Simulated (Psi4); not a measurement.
# OMP2/aug-cc-pVTZ (density fitting for correlation) run of AlCl (aluminium monochloride)

Aim: the vertical singlet–triplet gap of AlCl (aluminium monochloride) at OMP2/aug-cc-pVTZ (density fitting for correlation), from 2 runs. 

The calculation is run with Psi4 1.11.

1 further run of the same task is left out (set aside as unsound or not needed).

### 1 The molecule

AlCl has 2 atoms, charge 0, and is taken as a singlet. As SMILES, `[Al][Cl]`. The bond length is the measured one.

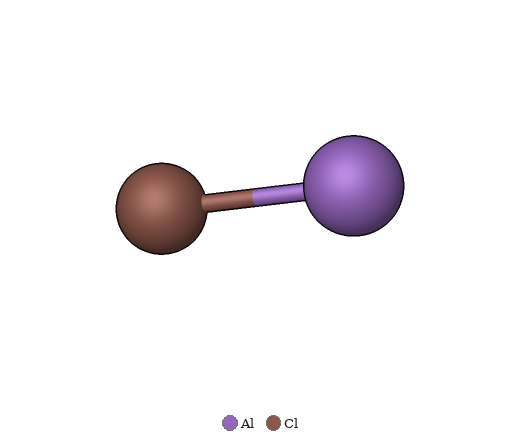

Viewed from a chosen angle; aluminium purple, chlorine brown.

### 2 A single-point energy at OMP2/aug-cc-pVTZ (density fitting for correlation)

alcl.in reads:

```
memory 1600 mb

molecule molecule1 {
  Al     0.00000000     0.00000000     0.00000000
  Cl     0.00000000     0.00000000     4.02533018
  units au
  symmetry c1
  no_reorient
  no_com
}

set basis aug-cc-pVTZ
set puream true
set e_convergence 1e-09
set d_convergence 1e-08
set scf_type pk
set num_frozen_docc 10

energy_value = energy('omp2')
```

Run with:

```bash
$ psi4 -i alcl.in -o alcl.out -n 1
```

alcl.out:

```text
[...]
  Running in c1 symmetry.
[...]
  Nuclear repulsion =   54.902328533953948
[...]
  Multiplicity = 1
[...]
  Nalpha       = 15
  Nbeta        = 15
[...]
    Number of basis functions: 100
[...]
   @RHF iter   1:  -701.49340427355173   -5.63117e-01   1.94096e-03 ADIIS/DIIS
[...]
   @RHF iter  10:  -701.51113014844725   -1.47793e-12   1.82032e-09 DIIS
[...]
    Orbital Energies [Eh]
    ---------------------
    Doubly Occupied:
       1A   -104.812343     2A    -58.518090     3A    -10.539154
       4A     -8.005209     5A     -8.004573     6A     -8.004573
       7A     -4.927691     8A     -3.236448     9A     -3.235995
      10A     -3.235995    11A     -1.069618    12A     -0.547050
      13A     -0.461978    14A     -0.461978    15A     -0.330192
[...]
  @RHF Final Energy:  -701.51113014844725
   => Energetics <=
    Nuclear Repulsion Energy =             54.9023285339539484
    One-Electron Energy =               -1082.0451482524458697
    Two-Electron Energy =                 325.6316895700445571
    Total Energy =                       -701.5111301484473643
[...]
 Multipole Moments:
 ------------------------------------------------------------------------------------
     Multipole            Electronic (a.u.)      Nuclear  (a.u.)        Total (a.u.)
 ------------------------------------------------------------------------------------
 L = 1.  Multiply by 2.5417464519 to convert [e a0] to [Debye]
 Dipole X            :          0.0000000            0.0000000            0.0000000
 Dipole Y            :          0.0000000            0.0000000            0.0000000
 Dipole Z            :        -69.0137956           68.4306131           -0.5831825
 Magnitude           :                                                    0.5831825
[...]
	Warning: cc_lambda option is changed to TRUE
	For this residual convergence, default PCG convergence is:     1.00e-07
[...]
	DF-MP2 Total Energy (a.u.)         :  -701.75724456996329
[...]
	DF-MP2 Total Energy (a.u.)         :  -701.75932126692715
[...]
	DF-OMP2 Total Energy (a.u.)        :  -701.75932126691919
[...]
```

It took 62 s on 1 thread of Intel Xeon at 2.50GHz (Skylake/Cascade Lake), shared host; peak memory 0.58 GiB.

### 3 The triplet at the same level

input.json reads:

```json
{
 "schema_name": "qcschema_input",
 "schema_version": 1,
 "molecule": {
  "schema_name": "qcschema_molecule",
  "schema_version": 2,
  "symbols": ["Al", "Cl"],
  "geometry": [0.0, 0.0, 0.0, 0.0, 0.0, 4.02533018],
  "molecular_charge": 0,
  "molecular_multiplicity": 3,
  "fix_symmetry": "c1"
 },
 "driver": "energy",
 "model": {
  "method": "omp2",
  "basis": "aug-cc-pVTZ"
 },
 "keywords": {
  "reference": "uhf",
  "puream": true,
  "e_convergence": 1e-09,
  "d_convergence": 1e-08,
  "scf_type": "pk",
  "num_frozen_docc": 10,
  "maxiter": 100
 }
}
```

Run with:

```bash
$ psi4 --qcschema input.json -n 1 --memory 1600MB
```

stdout:

```text
[...]
  Running in c1 symmetry.
[...]
  Nuclear repulsion =   54.902328533953948
[...]
  Multiplicity = 3
[...]
  Nalpha       = 16
  Nbeta        = 14
[...]
    Number of basis functions: 100
[...]
   @UHF iter   1:  -701.39820732574151   -4.67920e-01   2.05006e-03 DIIS/ADIIS
[...]
   @UHF iter  12:  -701.43389639852353   -2.26237e-11   8.08453e-09 DIIS
[...]
   @S^2 Observed:                2.002804972E+00
[...]
    Orbital Energies [Eh]
    ---------------------
    Alpha Occupied:
       1A   -104.824265     2A    -58.555056     3A    -10.549780
       4A     -8.018028     5A     -8.015550     6A     -8.014583
       7A     -4.966957     8A     -3.283130     9A     -3.276883
      10A     -3.275458    11A     -1.081161    12A     -0.576316
      13A     -0.477856    14A     -0.467974    15A     -0.423334
      16A     -0.247313
    Alpha Virtual:
      17A     -0.002356    18A      0.029217    19A      0.040444
      20A      0.042748    21A      0.046794    22A      0.084494
      23A      0.096599    24A      0.096662    25A      0.112214
[...]
  @UHF Final Energy:  -701.43389639852353
   => Energetics <=
    Nuclear Repulsion Energy =             54.9023285339539484
    One-Electron Energy =               -1081.4131925436590791
    Two-Electron Energy =                 325.0769676111816011
    Total Energy =                       -701.4338963985235296
  UHF NO Occupations:
  HONO-2 :   14  A 1.9991749
  HONO-1 :   15  A 1.0000000
[...]
 Multipole Moments:
 ------------------------------------------------------------------------------------
     Multipole            Electronic (a.u.)      Nuclear  (a.u.)        Total (a.u.)
 ------------------------------------------------------------------------------------
 L = 1.  Multiply by 2.5417464519 to convert [e a0] to [Debye]
 Dipole X            :          0.0000000            0.0000000            0.0000000
 Dipole Y            :         -0.0000000            0.0000000           -0.0000000
 Dipole Z            :         -1.0605421            0.2658241           -0.7947180
 Magnitude           :                                                    0.7947180
[...]
	Warning: cc_lambda option is changed to TRUE
	For this residual convergence, default PCG convergence is:     1.00e-07
[...]
	DF-SCS-MP2 Total Energy (a.u.)     :  -701.64877721754272
	DF-SOS-MP2 Total Energy (a.u.)     :  -701.64570809201666
[...]
	DF-SCS-OMP2 Total Energy (a.u.)    :  -701.65099459918872
	DF-SOS-OMP2 Total Energy (a.u.)    :  -701.63125099089063
	DF-SCS(N)-OMP2 Total Energy (a.u.) :  -701.53618695238981
[...]
	DF-OMP2 Total Energy (a.u.)        :  -701.65726343406936
[...]
```

The result, in JSON:

```text
{
 "driver": "energy",
 "model": {
  "method": "omp2",
  "basis": "aug-cc-pVTZ"
 },
 "success": true,
 "return_result": -701.6572634340694,
 "properties": {
  "calcinfo_nbasis": 100,
  "calcinfo_nmo": 100,
  "calcinfo_nalpha": 16,
  "calcinfo_nbeta": 14,
  "calcinfo_natom": 2,
  "nuclear_repulsion_energy": 54.90232853395395,
  "return_energy": -701.6572634340694,
  "scf_one_electron_energy": -1081.413192543659,
  "scf_two_electron_energy": 325.0769676111816,
  "scf_dipole_moment": [7.511980291837313e-17, -1.71943445089627e-15, -0.7947180185694824],
  "scf_total_energy": -701.4338963985235,
  "scf_iterations": 12,
  "mp2_same_spin_correlation_energy": -0.05808699815376161,
  "mp2_opposite_spin_correlation_energy": -0.1629320719177959,
  "mp2_singles_energy": 0.0,
  "mp2_doubles_energy": -0.22101907007155752,
  "mp2_correlation_energy": -0.22101907007152022,
  "mp2_total_energy": -701.654915468595
 }
}
```

Wall time 2.6 min (1 thread of Intel Xeon at 2.50GHz (Skylake/Cascade Lake), shared host); peak memory 0.59 GiB.

### 4 Outcome

Level: OMP2/aug-cc-pVTZ (density fitting for correlation), 10 core orbitals frozen.

```
                                                           quantity          value
                                              singlet: total energy  -701.75932 Eh
                       singlet: HOMO energy (Hartree–Fock orbitals)       -8.98 eV
                       singlet: LUMO energy (Hartree–Fock orbitals)        0.47 eV
                     singlet: HOMO–LUMO gap (Hartree–Fock orbitals)        9.46 eV
              singlet: correlation energy (10 core orbitals frozen)     -248.2 mEh
                                              triplet: total energy  -701.65726 Eh
triplet: HOMO energy (Hartree–Fock orbitals) (highest over α and β)       -6.73 eV
 triplet: LUMO energy (Hartree–Fock orbitals) (lowest over α and β)       -0.88 eV
              triplet: correlation energy (10 core orbitals frozen)     -223.4 mEh
                         triplet: ⟨S²⟩ of the reference determinant          2.003
                   vertical energy of the triplet above the singlet       2.777 eV
```

**Reading.** At this shape the triplet lies 2.78 eV (64 kcal/mol) above the singlet.
